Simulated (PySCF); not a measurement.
# CH5BF2Si: NMR shifts at several levels of theory, part 2 of 2

PySCF 2.14.0. Atoms count from 0. Earlier steps stand in the parts before.

## (9) Shielding tensors: KT3/pcSseg-2

The job: settings as JSON, then the geometry in Å.

```
{"job": {"kind": "nmr", "xc": "KT3", "basis": "pcSseg-2", "pop": false}, "charge": 0, "multiplicity": 1}
F     -1.987546     0.378619     1.342866
B     -1.491649     0.356992     0.116929
F     -1.980585     1.252196    -0.725407
C     -0.367924    -0.627433    -0.290073
Si     1.337680     0.106540     0.081519
H     -0.402104    -0.840725    -1.369649
H     -0.445699    -1.568940     0.275689
H      1.518495     1.380598    -0.677002
H      1.463027     0.395966     1.541517
H      2.406778    -0.855976    -0.318404
```

Level: GIAO KT3/pcSseg-2 NMR shielding, non-relativistic, gas phase.

Standard output:

```text
coarse grid: 9072 points
cycle   1  E = -561.0045913738  dE =  3.064e-01  |g| = 9.314e-01  |ddm| = 2.091e+00
cycle   2  E = -560.7089637179  dE =  2.956e-01  |g| = 1.640e+00  |ddm| = 1.150e+00
cycle   3  E = -561.1430048943  dE = -4.340e-01  |g| = 1.360e-01  |ddm| = 7.852e-01
cycle   4  E = -561.1460950356  dE = -3.090e-03  |g| = 6.395e-02  |ddm| = 1.093e-01
cycle   5  E = -561.1471366431  dE = -1.042e-03  |g| = 8.295e-03  |ddm| = 4.648e-02
cycle   6  E = -561.1471573027  dE = -2.066e-05  |g| = 1.801e-03  |ddm| = 1.010e-02
cycle   7  E = -561.1471580091  dE = -7.063e-07  |g| = 5.069e-04  |ddm| = 1.857e-03
final grid: 84416 points
cycle   8  E = -561.1564557215  dE = -3.196e-04  |g| = 3.523e-02  |ddm| = 7.421e-02
cycle   9  E = -561.1561145642  dE =  3.412e-04  |g| = 5.867e-02  |ddm| = 3.291e-02
cycle  10  E = -561.1566115234  dE = -4.970e-04  |g| = 4.097e-03  |ddm| = 2.261e-02
cycle  11  E = -561.1566138393  dE = -2.316e-06  |g| = 1.155e-03  |ddm| = 2.656e-03
cycle  12  E = -561.1566141898  dE = -3.505e-07  |g| = 2.385e-04  |ddm| = 9.121e-04
cycle  13  E = -561.1566142010  dE = -1.116e-08  |g| = 7.525e-05  |ddm| = 1.806e-04
cycle  14  E = -561.1566142022  dE = -1.242e-09  |g| = 2.585e-05  |ddm| = 6.287e-05
cycle  15  E = -561.1566142023  dE = -1.020e-10  |g| = 5.866e-06  |ddm| = 1.363e-05
converged SCF energy = -561.1566142023

GIAO shielding tensors (ppm)
atom      isotropic    diamagn.    paramagn.     s11        s22        s33       span
  0 F      244.667     469.333    -224.666     82.109    298.463    353.430    271.322
  1 B       72.634     195.303    -122.668     46.940     78.249     92.714     45.774
  2 F      244.889     469.266    -224.377     82.797    299.351    352.519    269.722
  3 C      187.029     246.663     -59.634    176.307    184.312    200.467     24.160
  4 Si     423.909     880.396    -456.487    401.345    403.064    467.320     65.975
  5 H       30.848      30.238       0.610     27.002     28.420     37.122     10.120
  6 H       30.830      30.201       0.628     27.037     28.361     37.092     10.055
  7 H       27.417      29.344      -1.927     24.400     25.929     31.922      7.521
  8 H       27.409      29.343      -1.934     24.391     25.937     31.900      7.509
  9 H       27.323      28.506      -1.183     24.462     25.201     32.307      7.845
```

It took 32 s on 1 thread of Arm Neoverse V1, shared host; peak memory 0.83 GiB.

This run: δ C3 -5.7, F0 -97.9, B1 26.0, Si4 -65.7, H7 3.97, H5 0.52 ppm (means over like atoms).

## (10) Shielding tensors: B97-D/pcSseg-2

Settings changed since step 9:

```diff
@@ -1,2 +1,2 @@
-{"job": {"kind": "nmr", "xc": "KT3", "basis": "pcSseg-2", "pop": false}, "charge": 0, "multiplicity": 1}
+{"job": {"kind": "nmr", "xc": "B97-D", "basis": "pcSseg-2", "pop": false}, "charge": 0, "multiplicity": 1}
 F     -1.987546     0.378619     1.342866
```

With the program's defaults for keys left out, this is: GIAO B97-D/pcSseg-2 NMR shielding, non-relativistic, gas phase.

Standard output:

```text
coarse grid: 9072 points
cycle   1  E = -555.1364531722  dE =  2.747e-01  |g| = 8.630e-01  |ddm| = 2.163e+00
cycle   2  E = -554.8936581319  dE =  2.428e-01  |g| = 1.512e+00  |ddm| = 1.030e+00
cycle   3  E = -555.2582001219  dE = -3.645e-01  |g| = 1.245e-01  |ddm| = 6.809e-01
cycle   4  E = -555.2607932065  dE = -2.593e-03  |g| = 5.433e-02  |ddm| = 8.999e-02
cycle   5  E = -555.2615130738  dE = -7.199e-04  |g| = 7.878e-03  |ddm| = 3.909e-02
cycle   6  E = -555.2615324737  dE = -1.940e-05  |g| = 1.794e-03  |ddm| = 9.011e-03
cycle   7  E = -555.2615330940  dE = -6.203e-07  |g| = 5.849e-04  |ddm| = 1.649e-03
final grid: 84416 points
cycle   8  E = -555.2501008788  dE = -1.903e-04  |g| = 2.541e-02  |ddm| = 4.847e-02
cycle   9  E = -555.2499021472  dE =  1.987e-04  |g| = 4.439e-02  |ddm| = 2.393e-02
cycle  10  E = -555.2501847445  dE = -2.826e-04  |g| = 2.301e-03  |ddm| = 1.642e-02
cycle  11  E = -555.2501855865  dE = -8.419e-07  |g| = 7.880e-04  |ddm| = 1.824e-03
cycle  12  E = -555.2501857415  dE = -1.550e-07  |g| = 1.483e-04  |ddm| = 6.063e-04
cycle  13  E = -555.2501857450  dE = -3.491e-09  |g| = 7.088e-05  |ddm| = 1.141e-04
cycle  14  E = -555.2501857459  dE = -8.954e-10  |g| = 2.032e-05  |ddm| = 4.341e-05
converged SCF energy = -555.2501857459

GIAO shielding tensors (ppm)
atom      isotropic    diamagn.    paramagn.     s11        s22        s33       span
  0 F      246.114     468.419    -222.304     83.725    294.000    360.618    276.893
  1 B       69.514     194.981    -125.467     42.113     75.782     90.648     48.535
  2 F      246.353     468.372    -222.018     84.419    294.893    359.748    275.329
  3 C      184.411     247.081     -62.670    173.626    181.184    198.423     24.797
  4 Si     404.638     879.074    -474.436    381.449    383.262    449.202     67.753
  5 H       30.931      30.261       0.670     27.208     28.600     36.985      9.777
  6 H       30.914      30.225       0.689     27.244     28.540     36.957      9.713
  7 H       27.388      29.288      -1.900     24.399     25.919     31.846      7.447
  8 H       27.380      29.287      -1.907     24.389     25.927     31.824      7.435
  9 H       27.293      28.526      -1.233     24.462     25.190     32.226      7.764
```

Run time: 32 s. Hardware: 1 thread of Arm Neoverse V1, shared host; peak memory 0.76 GiB.

Key values: δ C3 -5.4, F0 -92.1, B1 26.8, Si4 -68.1, H7 4.04, H5 0.47 ppm (means over like atoms).

## (11) Shielding tensors: B3LYP/pcSseg-2

Settings changed since step 10:

```diff
@@ -1,2 +1,2 @@
-{"job": {"kind": "nmr", "xc": "B97-D", "basis": "pcSseg-2", "pop": false}, "charge": 0, "multiplicity": 1}
+{"job": {"kind": "nmr", "xc": "B3LYP", "basis": "pcSseg-2", "pop": false}, "charge": 0, "multiplicity": 1}
 F     -1.987546     0.378619     1.342866
```

Level: GIAO B3LYP/pcSseg-2 NMR shielding, non-relativistic, gas phase.

Standard output:

```text
coarse grid: 9072 points
cycle   1  E = -555.3518578217  dE =  2.834e-01  |g| = 7.455e-01  |ddm| = 2.117e+00
cycle   2  E = -555.2616365951  dE =  9.022e-02  |g| = 1.096e+00  |ddm| = 7.546e-01
cycle   3  E = -555.4417032255  dE = -1.801e-01  |g| = 7.712e-02  |ddm| = 4.382e-01
cycle   4  E = -555.4426461842  dE = -9.430e-04  |g| = 3.151e-02  |ddm| = 5.181e-02
cycle   5  E = -555.4428785812  dE = -2.324e-04  |g| = 4.842e-03  |ddm| = 2.138e-02
cycle   6  E = -555.4428840350  dE = -5.454e-06  |g| = 5.285e-04  |ddm| = 3.829e-03
final grid: 84416 points
cycle   7  E = -555.4417255449  dE = -1.039e-04  |g| = 4.542e-03  |ddm| = 2.942e-02
cycle   8  E = -555.4417235164  dE =  2.029e-06  |g| = 5.240e-03  |ddm| = 5.267e-03
cycle   9  E = -555.4417296146  dE = -6.098e-06  |g| = 4.501e-04  |ddm| = 3.049e-03
cycle  10  E = -555.4417296446  dE = -2.997e-08  |g| = 2.453e-04  |ddm| = 3.533e-04
cycle  11  E = -555.4417296531  dE = -8.522e-09  |g| = 7.700e-05  |ddm| = 1.303e-04
cycle  12  E = -555.4417296539  dE = -8.188e-10  |g| = 1.149e-05  |ddm| = 3.490e-05
converged SCF energy = -555.4417296539

GIAO shielding tensors (ppm)
atom      isotropic    diamagn.    paramagn.     s11        s22        s33       span
  0 F      247.170     468.273    -221.102     80.762    297.738    363.011    282.250
  1 B       66.877     193.703    -126.826     35.198     75.838     89.595     54.397
  2 F      247.385     468.209    -220.824     81.383    298.608    362.163    280.781
  3 C      184.243     245.389     -61.146    173.825    179.927    198.978     25.153
  4 Si     394.286     877.466    -483.180    371.221    372.934    438.704     67.482
  5 H       30.922      30.268       0.654     27.162     28.536     37.067      9.905
  6 H       30.905      30.230       0.675     27.201     28.473     37.042      9.841
  7 H       27.380      28.910      -1.529     24.329     25.883     31.929      7.600
  8 H       27.372      28.909      -1.538     24.318     25.891     31.905      7.587
  9 H       27.303      28.263      -0.960     24.415     25.162     32.331      7.917
```

Wall time 21 s (1 thread of Arm Neoverse V1, shared host); peak memory 0.92 GiB.

This run: δ C3 -5.1, F0 -77.5, B1 29.5, Si4 -69.7, H7 4.04, H5 0.48 ppm (means over like atoms).

## (12) Run by run: NMR shifts

Shifts (ppm), means over like atoms, with basis size and wall time:

```tsv
run	C3	H7	H5	F0	B1	Si4	functions	time
HF/pcSseg-2	-6.2	3.87	0.30	-50.5	29.4	-60.4	257	12 s
LDA/pcSseg-2	-5.2	4.33	0.63	-82.7	29.4	-77.5	257	27 s
PBE/pcSseg-2	-5.2	4.17	0.56	-86.6	28.1	-71.3	257	31 s
BLYP/pcSseg-2	-4.7	4.10	0.51	-89.5	28.6	-72.5	257	31 s
BP86/pcSseg-2	-5.1	4.16	0.54	-87.5	28.0	-70.8	257	31 s
OPBE/pcSseg-2	-5.5	4.10	0.56	-85.8	26.4	-64.0	257	33 s
KT2/pcSseg-2	-6.0	4.12	0.54	-99.0	26.3	-70.2	257	33 s
KT3/pcSseg-2	-5.7	3.97	0.52	-97.9	26.0	-65.7	257	32 s
B97-D/pcSseg-2	-5.4	4.04	0.47	-92.1	26.8	-68.1	257	32 s
B3LYP/pcSseg-2	-5.1	4.04	0.48	-77.5	29.5	-69.7	257	21 s
```

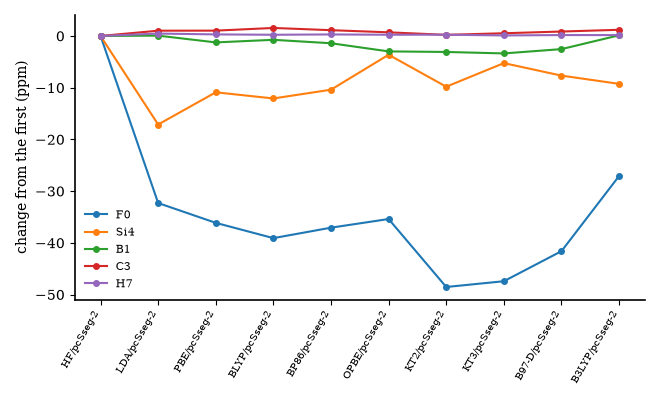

How five of the tabulated atoms move from run to run.

## (13) Summary of results

The summary covers parts 1 to 2.

| quantity | value |
| --- | --- |
| 13C shifts against TMS (HF/pcSseg-2) | -6.2 ppm |
| 1H shifts against TMS (HF/pcSseg-2, means over atoms taken as alike) | 3.87, 0.30 ppm |
| 19F shifts against CFCl3 (HF/pcSseg-2, means over atoms taken as alike) | -50.5 ppm |
| 11B shifts against BF3·OEt2 (HF/pcSseg-2) | 29.4 ppm |
| 29Si shifts against TMS (HF/pcSseg-2) | -60.4 ppm |
| range of the shift of F0 (with its like atoms) | -99.0 to -50.5 ppm |

Single values in the summary come from the first sound run of each kind (HF/pcSseg-2), which need not be the best level. At HF/pcSseg-2: The widest tensor belongs to F0, F2: span 242 ppm, with a paramagnetic part of -172 ppm. Across the 10 runs the shift of F0 (with its like atoms) moves most, between -99.0 (KT2/pcSseg-2) and -50.5 ppm (HF/pcSseg-2).
